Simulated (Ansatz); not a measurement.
**Fields on a plane of Mg (hcp, Mg type)**

```xyz
2
Lattice="3.1862 0.0000 0.0000 -1.5931 2.7593 0.0000 0.0000 0.0000 5.2235" Properties=species:S:1:pos:R:3 pbc="T T T"
Mg     0.0000     1.8395     3.9176
Mg     1.5931     0.9198     1.3059
```

The slice is a (0001) plane (indices of the conventional cell) through the point (0.333, 0.667, 0.750) (fractional), spanned by u = [110] and v = [1 -1 0] in vectors of this cell: u (3.19 Å) and v (5.52 Å, at 90° to u). It covers one period; positions are fractions (u, v).

Atoms on it: Mg at (0.00, 0.00); Mg at (0.50, 0.50).

Calculation: PBE (plane waves to 420 eV, PAW, scalar-relativistic; Ansatz, an electronic-structure program). k mesh 17×17×9. Inside the PAW spheres the values are not all-electron values, and peaks at nuclei hang on which shells count as valence. Mg was relaxed with its symmetry unable to fall. The PAW data are Ansatz's earlier set.

```
|xxxxx-#%#-xxxx|
|xxxx +%%%+ xxx|
|xxxx-*%@%*-xxx|
|xx -*%@@@%*- x|
|--=*#%@@@%#*=-|
|##############|
|@%%#*=---=*#%%|
|@@#+- xxx -+#@|
|@%*:xxxxxxx:*%|
|%#= xxxxxxx =#|
|%*-xxxxxxxxx-*|
|#*:xxxxxxxxx:*|
|%#-xxxxxxxxx-#|
|%%+ xxxxxxx +%|
|@%*-xxxxxxx-*%|
|@@%*- xxx -*%@|
|@@%#*=---=*#%@|
|##############|
|--=*#%%@%%#*=-|
|xx -+#@@@#+- x|
|xxxx:*%@%*:xxx|
|xxxx =#%#= xxx|
|xxxxx-*%*-xxxx|
|xxxxx:*#*:xxxx|
```
Scale: ten equal steps from -0.31 (start of ' ') to 6.54 (end of '@'), in the order ' .:-=+*#%@'. Values: electrostatic potential energy of an electron, from the cell's mean, in eV. The map has 14 points along u (one character each, u = 0 at the left) and 24 along v (v = 0 in the bottom row). Points within 1 Å of a nucleus are blanked (x), as the pseudised field means little there. The zero, the cell's mean, hangs on the PAW cores.

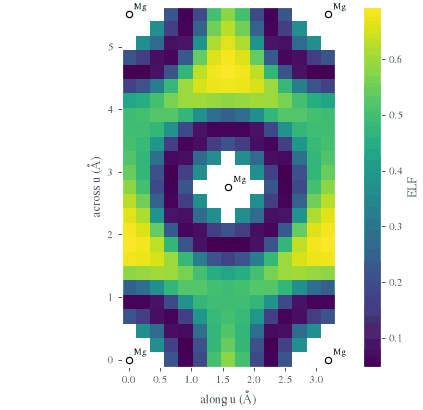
Electron localisation function (ELF), one period of the plane, atoms marked. Points within 0.5 Å of a nucleus are left white, as the pseudised field means little there.

* **Density on the Mg–Mg line (3.19 Å) at its midpoint**: 0.10 e/Å³
* **ELF at that point**: 0.58
* **ELF maximum in the middle third of the Mg–Mg line**: 0.58, 1.6 Å from Mg
